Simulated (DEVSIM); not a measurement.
Device: Cr/SiON/n-Ge capacitor, at 300 K.

| layer (left to right) | material | thickness (nm) | Nd (cm⁻³) |
|---|---|---|---|
| 1 | SiON | 4.80 | - |
| 2 | Ge | 4300 | 1.9e16 |

Metal gate on the left, work function 4.5 eV. Fixed charge at the semiconductor interface -7.05e11 cm⁻² (in units of +e); no interface traps.

Constants are typed, rounded textbook-type inputs, not results; the design itself was drawn at random and stands for no fabricated device. Values at 300 K.

```csv
parameter,SiON,Ge
gap (eV),7,0.664
affinity (eV),1.4,4
permittivity,5.5,16
Nc (cm⁻³),-,1.04e19
Nv (cm⁻³),-,6e18
```

Simulated with DEVSIM: 1D Poisson equation in equilibrium, Boltzmann statistics, complete ionisation; no quantum confinement or tunnelling. Metal contacts follow the ideal Schottky-Mott rule: no Fermi-level pinning, no interface dipoles.

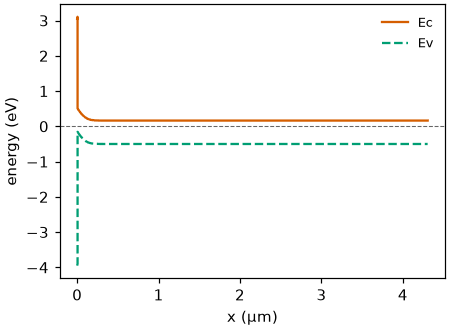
Figure: Band edges at 0.05 V on the gate

Energies count from the Fermi level of the right contact; mesh points crowd at the junctions.

| x (μm) | Ec (eV) | Ev (eV) | n (cm⁻³) | p (cm⁻³) | field (V/cm) |
|---|---|---|---|---|---|
| 0.000 | 3.050 | -3.950 | < 1e2 | < 1e2 | 120000 |
| 0.001118 | 3.063 | -3.937 | < 1e2 | < 1e2 | 120000 |
| 0.002712 | 3.083 | -3.917 | < 1e2 | < 1e2 | 120000 |
| 0.004145 | 3.100 | -3.900 | < 1e2 | < 1e2 | 120000 |
| 0.005635 | 0.505 | -0.159 | 3.4e10 | 1.3e16 | -38000 |
| 0.007990 | 0.496 | -0.168 | 4.8e10 | 9.0e15 | -37000 |
| 0.01312 | 0.477 | -0.187 | 1.0e11 | 4.4e15 | -36000 |
| 0.03075 | 0.418 | -0.246 | 9.7e11 | 4.5e14 | -31000 |
| 0.06275 | 0.329 | -0.335 | 3.1e13 | 1.4e13 | -25000 |
| 0.1325 | 0.209 | -0.455 | 3.2e15 | 1.4e11 | -10000 |
| 0.2845 | 0.164 | -0.500 | 1.8e16 | 2.4e10 | -220 |
| 0.8067 | 0.163 | -0.501 | 1.9e16 | 2.3e10 | ≈ 0 |
| 1.754 | 0.163 | -0.501 | 1.9e16 | 2.3e10 | ≈ 0 |
| 3.055 | 0.163 | -0.501 | 1.9e16 | 2.3e10 | ≈ 0 |
| 3.853 | 0.163 | -0.501 | 1.9e16 | 2.3e10 | ≈ 0 |
| 4.098 | 0.163 | -0.501 | 1.9e16 | 2.3e10 | ≈ 0 |
| 4.211 | 0.163 | -0.501 | 1.9e16 | 2.3e10 | ≈ 0 |
| 4.262 | 0.163 | -0.501 | 1.9e16 | 2.3e10 | ≈ 0 |
| 4.291 | 0.163 | -0.501 | 1.9e16 | 2.3e10 | ≈ 0 |
| 4.299 | 0.163 | -0.501 | 1.9e16 | 2.3e10 | ≈ 0 |
| 4.303 | 0.163 | -0.501 | 1.9e16 | 2.3e10 | ≈ 0 |
| 4.305 | 0.163 | -0.501 | 1.9e16 | 2.3e10 | ≈ 0 |
